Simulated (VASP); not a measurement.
# What spin-orbit coupling changes in Cu3Pd, part 2 of 4

What does spin-orbit coupling change in Cu3Pd, and what does it cost? All runs use LDA. The start is a cell from a database of measured crystal structures.

VASP 6.6.1, plane waves and PAW; the level of theory is named at each step.

Still holding for the runs below: This run has no spin polarisation. Its electron count is odd, so without a moment it is a metal by construction. The k-mesh is coarse for a metal.

So far. Step 2 (Reference run): The pressure is -10.49 GPa and the largest force 0.000 eV/Å, so the cell is not at a minimum at these settings. Step 3 (Bands along the symmetry lines (LDA)): There is no gap at this level.

The database entry behind the starting cell is an old determination (1931), so it need not match the best structure at ambient conditions.

## (4) Band structure (LDA + SOC)

This step: LDA, spin-orbit coupling; plane waves and PAW (Cu, Pd) (VASP 6.6.1).

The mesh alone shows little of the dispersion and can miss band extrema, so KPOINTS_OPT adds a path through the symmetry points after the self-consistent cycle. Spin-orbit coupling needs spinors and the noncollinear program, where each band holds one electron.

The input, INCAR:

```
SYSTEM = Cu3Pd
PREC = Accurate
ENCUT = 400
EDIFF = 1E-06
NELM = 100
ISMEAR = -1
SIGMA = 0.05
LREAL = .FALSE.
ALGO = Normal
GGA = CA
LNONCOLLINEAR = .TRUE.
MAGMOM = 0 0 0 0 0 0 0 0 0 0 0 0
NBANDS = 54
GGA_COMPAT = .FALSE.
LASPH = .TRUE.
LSORBIT = .TRUE.
LMAXMIX = 4
LORBIT = 11
LWAVE = .FALSE.
LCHARG = .FALSE.
KPAR = 4
```

The input, POSCAR:

```
Cu3Pd
1.0
    3.6900000000      0.0000000000      0.0000000000
    0.0000000000      3.6900000000      0.0000000000
    0.0000000000      0.0000000000      3.6900000000
Cu Pd
3 1
Direct
    0.0000000000      0.5000000000      0.5000000000
    0.5000000000      0.0000000000      0.5000000000
    0.5000000000      0.5000000000      0.0000000000
    0.0000000000      0.0000000000      0.0000000000
```

The input, KPOINTS:

```
Automatic mesh
0
Gamma
7 7 7
0 0 0
```

The input, KPOINTS_OPT:

```
Line mode
16
Line-mode
Reciprocal
  0.00000000   0.00000000   0.00000000 GAMMA
  0.00000000   0.50000000   0.00000000 X

  0.00000000   0.50000000   0.00000000 X
  0.50000000   0.50000000   0.00000000 M

  0.50000000   0.50000000   0.00000000 M
  0.00000000   0.00000000   0.00000000 GAMMA

  0.00000000   0.00000000   0.00000000 GAMMA
  0.50000000   0.50000000   0.50000000 R

  0.50000000   0.50000000   0.50000000 R
  0.00000000   0.50000000   0.00000000 X

  0.50000000   0.50000000   0.00000000 M
  0.50000000   0.50000000   0.50000000 R
```

The projector-augmented-wave data sets are Cu and Pd (LDA family, release 64).

The run is started by

```bash
$ mpirun -np 4 vasp_ncl
```

The program printed:

```text
[... set-up lines as in an earlier step ...]
 entering main loop
       N       E                     dE             d eps       ncg     rms          rms(c)
DAV:   1     0.392144650579E+03    0.39214E+03   -0.15285E+04  2184   0.217E+03
DAV:   2     0.354671349856E+02   -0.35668E+03   -0.33966E+03  2166   0.466E+02
DAV:   3    -0.215448488226E+02   -0.57012E+02   -0.52314E+02  2298   0.221E+02
DAV:   4    -0.244259603711E+02   -0.28811E+01   -0.28372E+01  3044   0.661E+01
DAV:   5    -0.244790117655E+02   -0.53051E-01   -0.53021E-01  3296   0.770E+00    0.180E+01
DAV:   6    -0.248352711747E+02   -0.35626E+00   -0.44335E+01  2452   0.191E+02    0.137E+01
DAV:   7    -0.211139617496E+02    0.37213E+01   -0.13034E+01  2684   0.106E+02    0.318E+00
DAV:   8    -0.209992203020E+02    0.11474E+00   -0.10477E+00  2842   0.124E+01    0.166E+00
DAV:   9    -0.209803934666E+02    0.18827E-01   -0.14480E-01  2662   0.450E+00    0.762E-01
DAV:  10    -0.209767939308E+02    0.35995E-02   -0.25059E-02  2530   0.240E+00    0.418E-01
DAV:  11    -0.209749670870E+02    0.18268E-02   -0.49340E-03  2800   0.125E+00    0.173E-01
DAV:  12    -0.209747514926E+02    0.21559E-03   -0.11279E-03  3106   0.106E+00    0.639E-02
DAV:  13    -0.209747109245E+02    0.40568E-04   -0.21595E-04  3246   0.408E-01    0.107E-02
DAV:  14    -0.209747125167E+02   -0.15922E-05   -0.17746E-05  2872   0.463E-02    0.647E-03
DAV:  15    -0.209747122543E+02    0.26239E-06   -0.26198E-07  1284   0.120E-02
   1 F= -.20974712E+02 E0= -.20968222E+02  d E =-.129796E-01  mag=    -0.0000    -0.0000     0.0000
 Start KPOINTS_OPT (optional k-point list driver)
k-point batch [1-20\96]
       N       E                     dE             ncg
DAV:   1     0.127776047335E+05    0.37898E+04     2200
DAV:   2     0.565016872282E+04   -0.71274E+04     2160
DAV:   3     0.446390607186E+04   -0.11863E+04     2262
DAV:   4     0.440495623058E+04   -0.58950E+02     2718
DAV:   5     0.440363372109E+04   -0.13225E+01     3344
DAV:   6     0.440360611861E+04   -0.27602E-01     3230
DAV:   7     0.440360503758E+04   -0.10810E-02     3344
DAV:   8     0.440360499623E+04   -0.41352E-04     3266
DAV:   9     0.440360499495E+04   -0.12842E-05     1800
DAV:  10     0.440360499463E+04   -0.31538E-06     1460
[...]
k-point batch [81-96\96]
       N       E                     dE             ncg
DAV:   1     0.137737857936E+05   -0.13097E+05     1728
DAV:   2     0.822301874043E+04   -0.55508E+04     1770
DAV:   3     0.737345297002E+04   -0.84957E+03     1744
DAV:   4     0.732655951646E+04   -0.46893E+02     2312
DAV:   5     0.732552388234E+04   -0.10356E+01     2498
DAV:   6     0.732549595609E+04   -0.27926E-01     2596
DAV:   7     0.732549519749E+04   -0.75860E-03     2538
DAV:   8     0.732549516490E+04   -0.32585E-04     2682
DAV:   9     0.732549516402E+04   -0.88050E-06     1276
```

Wall time 30 s (4 MPI ranks of AMD EPYC 9R45, shared host); peak memory 0.91 GiB.

Parts of OUTCAR (step 4):

```text
The static configuration has the point symmetry O_h .

 Found     20 irreducible k-points:

   k-points           NKPTS =     20   k-points in BZ     NKDIM =     20   number of bands    NBANDS=     54

   NELECT =      43.0000    total number of electrons

 E-fermi :   7.8552

 k-point     1 :       0.0000    0.0000    0.0000
  band No.  band energies     occupation
    ...
     38       7.3914      0.99991
     39       7.3914      0.99991
     40       7.3914      0.99991
     41       7.5373      0.99827
     42       7.5373      0.99827
     43       9.8481      0.00000
     44       9.8481      0.00000
     45       9.9599      0.00000
     46       9.9599      0.00000
     47       9.9599      0.00000
    ...

 k-point     2 :       0.1429    0.0000    0.0000
  band No.  band energies     occupation
    ...
     38       7.0058      1.00000
     39       7.1386      1.00000
     40       7.1386      1.00000
     41       7.4383      0.99976
     42       7.4383      0.99976
     43       8.8053      0.00000
     44       8.8053      0.00000
     45      10.6041      0.00000
     46      10.6041      0.00000
     47      10.6808      0.00000
    ...

  Total       -3.3130198     -3.3130198     -3.3130198      0.0000000      0.0000000      0.0000000
  in kB     -105.6465976   -105.6465976   -105.6465976      0.0000000      0.0000000      0.0000000
  external PRESSURE =    -105.6465976 kB  Pullay stress =       0.0000000 kB

  FREE ENERGIE OF THE ION-ELECTRON SYSTEM (eV)
  ---------------------------------------------------
  free  energy   TOTEN  =       -20.9747122543 eV

  energy  without entropy=      -20.9617326563  energy(sigma->0) =      -20.96822246

 Spin-Orbit-Coupling matrix elements
 Ion:    1  E_soc:     -0.0139225
 Ion:    2  E_soc:     -0.0139225
 Ion:    3  E_soc:     -0.0139225
 Ion:    4  E_soc:     -0.0718682

 total charge
# of ion       s       p       d       tot
------------------------------------------
    1        0.443   0.359   9.189   9.991
    2        0.443   0.359   9.189   9.991
    3        0.443   0.359   9.189   9.991
    4        0.512   0.513   8.563   9.588
--------------------------------------------------
tot          1.840   1.590  36.130  39.560

 magnetization (x)
# of ion       s       p       d       tot
------------------------------------------
    1        0.000   0.000   0.000   0.000
    2       -0.000  -0.000   0.000   0.000
    3       -0.000  -0.000   0.000   0.000
    4       -0.000   0.000  -0.000  -0.000
--------------------------------------------------
tot         -0.000   0.000   0.000  -0.000

 magnetization (y)
# of ion       s       p       d       tot
------------------------------------------
    1        0.000   0.000  -0.000   0.000
    2       -0.000   0.000   0.000  -0.000
    3       -0.000   0.000  -0.000  -0.000
    4        0.000  -0.000   0.000   0.000
--------------------------------------------------
tot          0.000  -0.000  -0.000   0.000

 magnetization (z)
# of ion       s       p       d       tot
------------------------------------------
    1       -0.000   0.000   0.000  -0.000
    2        0.000   0.000   0.000   0.000
    3       -0.000  -0.000  -0.000  -0.000
    4        0.000  -0.000  -0.000   0.000
--------------------------------------------------
tot          0.000  -0.000   0.000  -0.000

[... 8 parts as in an earlier step ...]

[... 5 further parts left out ...]
```

At this level the cell is under a tension of 10.6 GPa, so at these settings it is away from equilibrium.

This step gave:

```yaml
scf_cycles: 15
bands: 54
free_energy_toten: -20.97 eV
energy_at_zero_smearing: -20.97 eV
fermi_energy: 7.855 eV
pressure: -10.56 GPa
```

On-site spin-orbit energy by atom:

| atom | on-site spin-orbit energy (eV) |
| --- | --- |
| Cu1 | -0.0139 |
| Cu2 | -0.0139 |
| Cu3 | -0.0139 |
| Pd4 | -0.0719 |

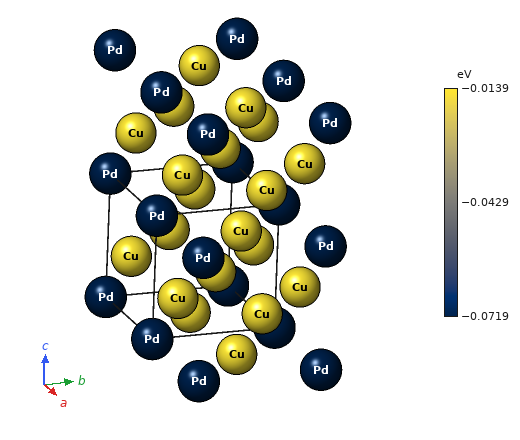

Atoms coloured by on-site spin-orbit energy. 2×1×2 cells are drawn. Some periodic images of atoms are drawn too.

The electronic bands at the labelled points (eV, zero at the Fermi level; # counts the bands kept):

| point | #41 | #42 | #43 | #44 | #45 | #46 | #47 | #48 |
| --- | --- | --- | --- | --- | --- | --- | --- | --- |
| Γ | -0.32 | -0.32 | 1.99 | 1.99 | 2.10 | 2.10 | 2.10 | 2.10 |
| X | -1.19 | -1.19 | -0.45 | -0.45 | 6.82 | 6.82 | 7.08 | 7.08 |
| M | -0.02 | -0.02 | 0.01 | 0.01 | 1.09 | 1.09 | 1.24 | 1.24 |
| Γ | -0.32 | -0.32 | 1.99 | 1.99 | 2.10 | 2.10 | 2.10 | 2.10 |
| R | -0.73 | -0.73 | -0.25 | -0.25 | -0.08 | -0.08 | -0.08 | -0.08 |
| X | -1.19 | -1.19 | -0.45 | -0.45 | 6.82 | 6.82 | 7.08 | 7.08 |
| jump to M | -0.02 | -0.02 | 0.01 | 0.01 | 1.09 | 1.09 | 1.24 | 1.24 |
| R | -0.73 | -0.73 | -0.25 | -0.25 | -0.08 | -0.08 | -0.08 | -0.08 |

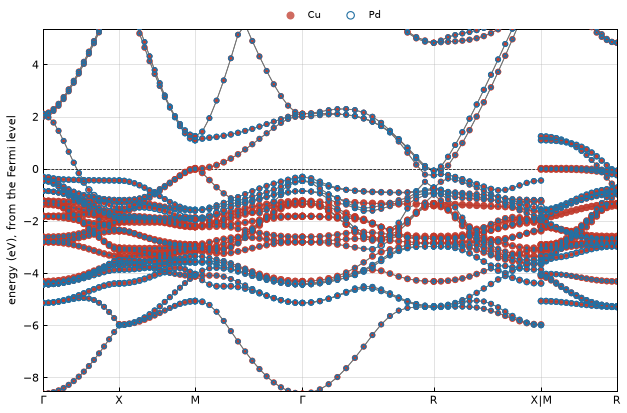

Electronic bands along the path; dots are coloured as in the legend, and their area grows with the weight.

There is no gap at this level. Without the coupling there was no gap either. The run took 3.7 times the core time, with 54 spinor bands against 35.

## (5) Total and projected DOS (LDA)

This step: LDA; plane waves and PAW (Cu, Pd) (VASP 6.6.1).

Here the states are counted by energy and projected on the atoms.

The input, INCAR:

```
SYSTEM = Cu3Pd
PREC = Accurate
ENCUT = 400
EDIFF = 1E-06
NELM = 100
ISMEAR = -5
SIGMA = 0.05
LREAL = .FALSE.
ALGO = Normal
GGA = CA
NBANDS = 35
LASPH = .TRUE.
LORBIT = 11
LWAVE = .FALSE.
LCHARG = .FALSE.
KPAR = 4
NEDOS = 2001
```

POSCAR is that of step 4.

KPOINTS is that of step 4.

The run is started by

```bash
$ mpirun -np 4 vasp_std
```

The program printed:

```text
[... set-up lines as in an earlier step ...]
 entering main loop
       N       E                     dE             d eps       ncg     rms          rms(c)
DAV:   1     0.315265983892E+03    0.31527E+03   -0.15178E+04  1496   0.162E+03
DAV:   2     0.685254144659E+01   -0.30841E+03   -0.28720E+03  1400   0.326E+02
DAV:   3    -0.235188372432E+02   -0.30371E+02   -0.28333E+02  1570   0.126E+02
DAV:   4    -0.244025660515E+02   -0.88373E+00   -0.88055E+00  1839   0.265E+01
DAV:   5    -0.244300975817E+02   -0.27532E-01   -0.27549E-01  2156   0.337E+00    0.178E+01
DAV:   6    -0.249169684287E+02   -0.48687E+00   -0.29179E+01  1667   0.146E+02    0.139E+01
DAV:   7    -0.211312237864E+02    0.37857E+01   -0.18347E+01  1822   0.798E+01    0.326E+00
DAV:   8    -0.209557142609E+02    0.17551E+00   -0.63197E-01  2042   0.813E+00    0.151E+00
DAV:   9    -0.209366339681E+02    0.19080E-01   -0.87174E-02  1733   0.284E+00    0.672E-01
DAV:  10    -0.209308636418E+02    0.57703E-02   -0.15989E-02  2036   0.167E+00    0.175E-01
DAV:  11    -0.209306127412E+02    0.25090E-03   -0.63266E-04  2214   0.305E-01    0.103E-01
DAV:  12    -0.209304437196E+02    0.16902E-03   -0.16931E-04  2442   0.252E-01    0.867E-03
DAV:  13    -0.209304341190E+02    0.96006E-05   -0.18633E-05  2151   0.378E-02    0.713E-03
DAV:  14    -0.209304401630E+02   -0.60441E-05   -0.14750E-06   974   0.284E-02    0.478E-03
DAV:  15    -0.209304400668E+02    0.96238E-07   -0.12013E-06   838   0.122E-02
   1 F= -.20930440E+02 E0= -.20930440E+02  d E =0.000000E+00
 -----------------------------------------------------------------------------
|                                                                             |
|           W    W    AA    RRRRR   N    N  II  N    N   GGGG   !!!           |
|           W    W   A  A   R    R  NN   N  II  NN   N  G    G  !!!           |
|           W    W  A    A  R    R  N N  N  II  N N  N  G       !!!           |
|           W WW W  AAAAAA  RRRRR   N  N N  II  N  N N  G  GGG   !            |
|           WW  WW  A    A  R   R   N   NN  II  N   NN  G    G                |
|           W    W  A    A  R    R  N    N  II  N    N   GGGG   !!!           |
|                                                                             |
|     Tetrahedron method does not include variations of the Fermi             |
|     occupations, so forces and stress will be inaccurate. We suggest        |
|     using a different smearing scheme ISMEAR = 1 or 2 for metals in         |
|     relaxations.                                                            |
|                                                                             |
 -----------------------------------------------------------------------------
```

The job ended after 3.2 s (4 MPI ranks; peak memory 0.46 GiB; 11 s of CPU time).

OUTCAR, selected parts (step 5):

```text
   NELECT =      43.0000    total number of electrons

 E-fermi :   7.9134

 k-point     1 :       0.0000    0.0000    0.0000
  band No.  band energies     occupation
    ...
     17       6.9992      2.00000
     18       6.9992      2.00000
     19       7.4227      2.00000
     20       7.4227      2.00000
     21       7.4227      2.00000
     22       9.9283      0.00000
     23       9.9283      0.00000
     24       9.9283      0.00000
     25      16.1321      0.00000
     26      16.1395      0.00000
    ...

  Total       -3.3236138     -3.3236138     -3.3236138     -0.0000000      0.0000000      0.0000000
  in kB     -105.9844218   -105.9844218   -105.9844218     -0.0000000      0.0000000      0.0000000
  external PRESSURE =    -105.9844218 kB  Pullay stress =       0.0000000 kB

  FREE ENERGIE OF THE ION-ELECTRON SYSTEM (eV)
  ---------------------------------------------------
  free  energy   TOTEN  =       -20.9304400668 eV

  energy  without entropy=      -20.9304400668  energy(sigma->0) =      -20.93044007

[... 9 parts as in an earlier step ...]

[... 9 further parts left out ...]
```

With tetrahedra the forces and stress of a metal are not exact derivatives of the energy.

This step gave:

```yaml
bands: 35
free_energy_toten: -20.93 eV
fermi_energy: 7.913 eV
pressure: -10.60 GPa
dos_at_the_fermi_level: 1.776 states/eV/cell
```

The density of states has structure finer than the step of the table below, so its rows give means over 1 eV, whole bins alone (the curve runs from -10.1 to 7.91 eV). Peaks (eV: height): total -2.7: 19.5, -2.3: 14.9, -1.4: 16.0, -1.0: 13.7; Cu d -2.7: 15.8, -2.3: 12.1, -1.4: 11.7, -1.0: 8.21; Pd d -3.9: 4.25, -2.7: 1.87, -1.4: 3.89, -1.0: 4.54; Cu p -3.9: 0.616, -3.1: 0.348, -2.3: 0.364, 0.2: 0.393; Cu s -5.3: 0.662, -4.9: 0.739, 5.2: 0.359, 5.9: 0.293.

States under -10.1 eV and over 7.9 eV are left out. Table of density of states by energy, zero at the Fermi level; means over each step; values in states/eV/cell:

| energy (eV) | total | Cu d | Pd d | Cu p | Cu s | Pd p | Pd s |
| --- | --- | --- | --- | --- | --- | --- | --- |
| -9 | 0.00349 | 0 | 0 | 2.3e-5 | 0.00151 | 2.3e-5 | 6.5e-4 |
| -8 | 0.232 | 9.3e-4 | 0.00117 | 0.00665 | 0.0951 | 0.00413 | 0.0398 |
| -7 | 0.490 | 0.0110 | 0.0141 | 0.0280 | 0.181 | 0.0171 | 0.0681 |
| -6 | 0.944 | 0.0654 | 0.107 | 0.0662 | 0.294 | 0.0383 | 0.0793 |
| -5 | 3.39 | 0.925 | 1.06 | 0.151 | 0.440 | 0.0683 | 0.0976 |
| -4 | 7.08 | 3.63 | 2.14 | 0.244 | 0.0936 | 0.0714 | 0.127 |
| -3 | 11.1 | 8.42 | 1.40 | 0.269 | 0.0640 | 0.143 | 0.0384 |
| -2 | 10.9 | 8.92 | 1.29 | 0.169 | 0.0421 | 0.0783 | 0.0200 |
| -1 | 8.00 | 5.23 | 2.35 | 0.0937 | 0.0665 | 0.0596 | 0.0249 |
| 0 | 1.39 | 0.569 | 0.279 | 0.137 | 0.113 | 0.101 | 0.0174 |
| 1 | 0.780 | 0.185 | 0.164 | 0.144 | 0.0472 | 0.0645 | 0.0233 |
| 2 | 1.24 | 0.258 | 0.229 | 0.265 | 0.0707 | 0.0984 | 0.0518 |
| 3 | 1.00 | 0.180 | 0.142 | 0.251 | 0.0567 | 0.0999 | 0.0335 |
| 4 | 0.855 | 0.140 | 0.103 | 0.224 | 0.0573 | 0.0975 | 0.0210 |
| 5 | 0.676 | 0.104 | 0.0961 | 0.121 | 0.132 | 0.0509 | 0.0178 |
| 6 | 1.17 | 0.173 | 0.147 | 0.203 | 0.249 | 0.0701 | 0.0521 |
| 7 | 1.15 | 0.166 | 0.110 | 0.238 | 0.199 | 0.0889 | 0.0551 |

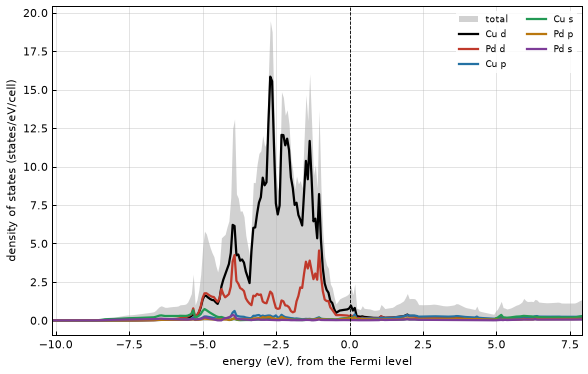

Density of states against energy.

Of the states within 0.3 eV of the Fermi level, the largest shares in the PAW spheres are Cu d 41 %, Pd d 18 % and Cu p 10 %. The rest lies in smaller channels or between the spheres.

(Part 2 of 4 ends here.)

[Lines on the potential files, build, host, timing and source positions are cut from VASP's logs without a mark.]

[Logs are printed without paths, hosts, clocks, repeated set-up lines and the standing remarks that a program may print on its own settings, such as how far it seeks lower states.]

[Hosts, paths, dates, database ids (printed as entryN), source tags and the programs' standing remarks are cut or masked in the printed files.]

[A measured line is paired with the nearest computed mode of its activity, which favours agreement.]
